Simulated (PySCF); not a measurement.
Input file:

```
{"job": {"xc": "PBE0", "basis": "6-31G*", "kind": "nmr", "pop": true}, "charge": 0, "multiplicity": 1}
C     -1.430502     1.930127     1.752189
O     -1.384828     0.565023     1.467708
Si    -2.603553    -0.518252     1.488399
C     -4.098125     0.052127     0.455505
C     -1.791014    -2.086108     0.794926
C     -1.591745    -2.121093    -0.721928
Si    -0.418748    -0.795965    -1.424137
C      1.137424    -0.618396    -0.348559
C      2.133105     0.398297    -0.913785
Si     3.663201     0.595173     0.190826
C      5.014300     1.659712    -0.599611
F      4.300364    -0.882426     0.400185
H     -0.426996     2.336145     1.617473
H     -2.120258     2.445959     1.080403
H     -1.753254     2.101927     2.781855
H     -3.058939    -0.725665     2.876443
H     -3.795407     0.329599    -0.551159
H     -4.846960    -0.728482     0.368571
H     -4.583636     0.916062     0.902227
H     -0.827768    -2.238312     1.282168
H     -2.414723    -2.934913     1.084516
H     -1.207220    -3.107112    -0.996957
H     -2.562310    -2.032301    -1.211985
H     -1.089917     0.508009    -1.550218
H     -0.032731    -1.211887    -2.786353
H      1.639387    -1.581761    -0.242354
H      0.842813    -0.311055     0.654688
H      1.630064     1.358568    -1.036506
H      2.428773     0.084008    -1.917412
H      3.336056     1.008346     1.552957
H      5.896087     1.694850     0.032956
H      5.319867     1.261466    -1.563326
H      4.680255     2.680152    -0.755692
```

Launched as:

```sh
OMP_NUM_THREADS=1 python ens_run.py task.json out
```

Geometry: GFN2-xTB.

All numbers below come from PySCF, PBE0/6-31G*, SCF density, gas phase, non-relativistic.

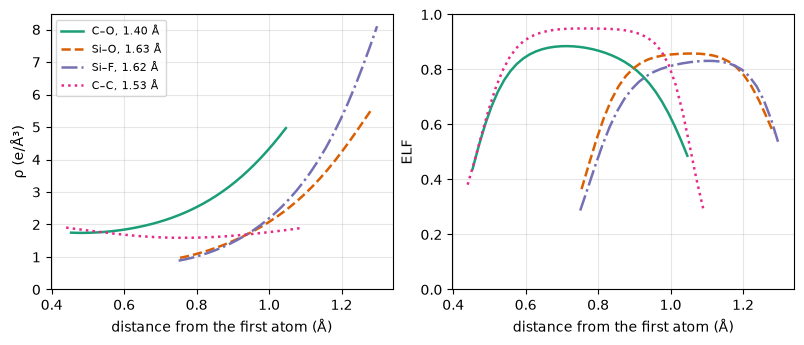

C7H21FOSi3. Total electron density and ELF along straight lines between neighbouring atoms. The curves leave out the atomic cores.

### Compare the contacts.

C–O (1.40 Å): ρ is about 2.1 e/Å³ halfway, with its minimum of 1.7 e/Å³ about 0.5 Å from C; the ELF peaks at about 0.90 between the atoms (a polar covalent bond).
Si–O (1.63 Å): ρ is about 1.1 e/Å³ halfway; the ELF peaks at about 0.85 between the atoms: a polar covalent bond.
Si–F (1.62 Å): ρ is about 1.1 e/Å³ halfway; the ELF peaks at about 0.85 in the valence shell of F, 0.5 Å from its nucleus, and is about 0.50 at the midpoint.
C–C (1.53 Å): the density is about 1.6 e/Å³ at the midpoint; the ELF peaks at about 0.95 between the atoms, as expected for localised, covalent bonding.
